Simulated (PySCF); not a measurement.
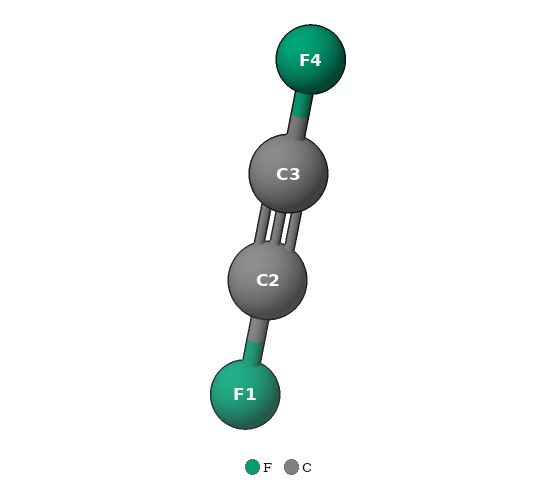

Computed geometry: PBE0-D3(BJ)/def2-SVP optimisation. No frequency run is at hand to confirm it as a minimum. Properties computed with B97-2/pcJ-1 indirect spin-spin coupling, non-relativistic, gas phase (PySCF 2.14.0). Isotopes: 13C, 19F.

Give the spin–spin coupling constants of these pairs, with the number of bonds between them: F1/C2, C2/C3, C3/F4, F1/C3, C2/F4, F1/F4.

```
  pair  bonds apart  J (Hz)
F1, C2            1  −362.9
C2, C3            1   423.0
C3, F4            1  −362.9
F1, C3            2    47.7
C2, F4            2    47.7
F1, F4            3    14.7
```

Density functionals are unreliable for couplings to fluorine, so those rows may be far off.
